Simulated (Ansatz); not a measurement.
One crystal and one scan (frozen-phonon scan) at two levels, PBE (plane waves to 420 eV, PAW, scalar-relativistic; Ansatz, a program for electronic structure) and r2SCAN (plane waves to 500 eV, PAW, scalar-relativistic; Ansatz), each from its own relaxed cell and on its own mesh. The cell shown is that of PBE.

Relaxed Be (hcp, Mg type):

```yaml
crystal:
  lattice:
    - [4.52945, 0.00000, 0.00000]
    - [-1.13236, 1.96131, 0.00000]
    - [0.00000, 0.00000, 3.56124]
  atoms:
    - { symbol: Be, position: [0.16667, 0.66667, 0.75000] }
    - { symbol: Be, position: [0.66667, 0.66667, 0.75000] }
    - { symbol: Be, position: [0.33333, 0.33333, 0.25000] }
    - { symbol: Be, position: [0.83333, 0.33333, 0.25000] }
```

The atoms are displaced by Q × the pattern below (from a DFPT mode at M = (0.5, 0.0, 0.0), largest move 1; Q in Å), at fixed cell. (q is in reciprocal vectors of the primitive cell; the cell shown is doubled to hold the pattern.)

| atom | x | y | z |
|---|---|---|---|
| Be1 | 0.500 | -0.866 | 0.000 |
| Be2 | -0.500 | 0.866 | 0.000 |
| Be3 | 0.500 | -0.866 | 0.000 |
| Be4 | -0.500 | 0.866 | 0.000 |

Be was relaxed with its symmetry unable to fall. With partly filled bands, energies and forces of such displacements shift with the k mesh and the smearing. Percentages come from the unrounded values.

```tsv
quantity	PBE	r2SCAN	PBE − r2SCAN
Lattice constant a (Å)	2.265	2.264	+0.001
Lattice constant c (Å)	3.561	3.564	-0.003
Relaxed volume (Å³/atom)	7.91	7.91	0.00
Harmonic wavenumber from the curvature (finite differences) (cm⁻¹ (negative: imaginary))	404	413	-9 (-2.1 %)
```

PBE gives the lower value for: harmonic wavenumber from the curvature. They agree on: lattice constant a (within 0.2 %); lattice constant c (within 0.2 %); relaxed volume (within 0.6 %). Both give the same shape of the curve: a single well with its minimum at or next to zero displacement.

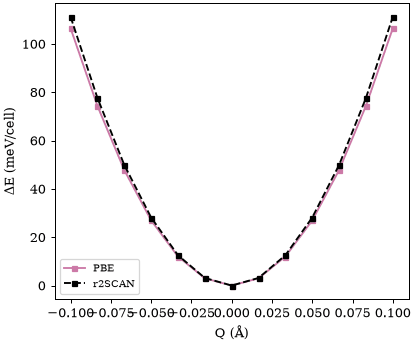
ΔE, each from the undisplaced structure of its own level.

(A displaced cell: forces are minus the slopes of the energy, force constants its curvatures, and phonons follow from these.)
